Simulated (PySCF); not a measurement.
SMILES CC(C)[SiH2][SiH2]Cl, GFN2-xTB optimised geometry. Atoms within 1.6 Å of the plane z = 0.8 Å (x, y, z in Å): C1 (1.82, -2.08, -0.10), C2 (1.26, -0.66, 0.00), Si4 (-0.66, -0.66, 0.00), Si5 (-1.52, 1.49, 0.00), Cl6 (-0.48, 2.69, 1.26), H7 (1.46, -2.69, 0.72), H9 (2.91, -2.06, -0.06), H10 (1.61, -0.23, 0.95), H14 (-1.10, -1.46, 1.15), H16 (-2.91, 1.56, 0.45).

Computed with CAM-B3LYP/def2-SVP (PySCF).

Map of the electrostatic potential (hartree/e), clipped to [-0.08, 0.12] on the plane z = 0.8 Å:

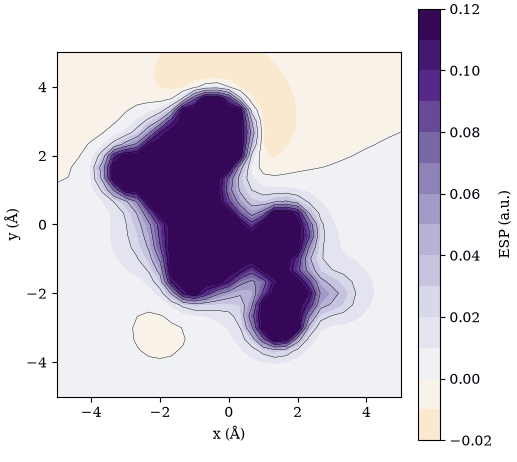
*Electrostatic potential (hartree/e), clipped to [-0.08, 0.12] on the plane z = 0.8 Å.*
